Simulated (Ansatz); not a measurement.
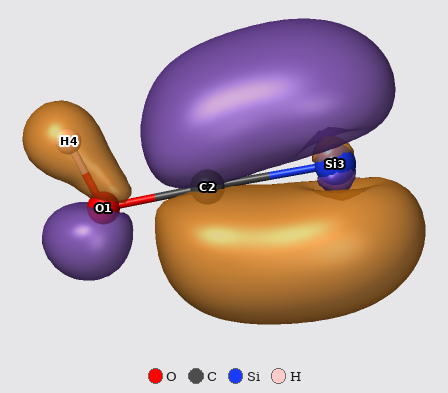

The picture shows: CHOSi (charge −1). The HOMO−1 at ±0.1 Å⁻³ᐟ² (orange and purple are the two phases), seen at a tilt.

The highest occupied orbital lies above zero, a sign that basis and functional describe the outermost electron poorly.

Method: RKS PBE-D4/def2-SVP (Ansatz 0.2.0).

```xyz
4

O    -0.7881    0.5131   -0.4858
C     0.0303   -0.3613    0.1766
Si    1.0039   -1.4555    0.9894
H    -0.2461    1.3038   -0.6801
```

> Describe this orbital and give its energy.

Its weight (Hirshfeld) is mainly on Si3 (about 45 %), C2 (about 45 %) and O1 (about 5 %); it is symmetric in the molecular plane (an in-plane orbital: σ, lone-pair or in-plane π type). Its energy is 1.45 eV.
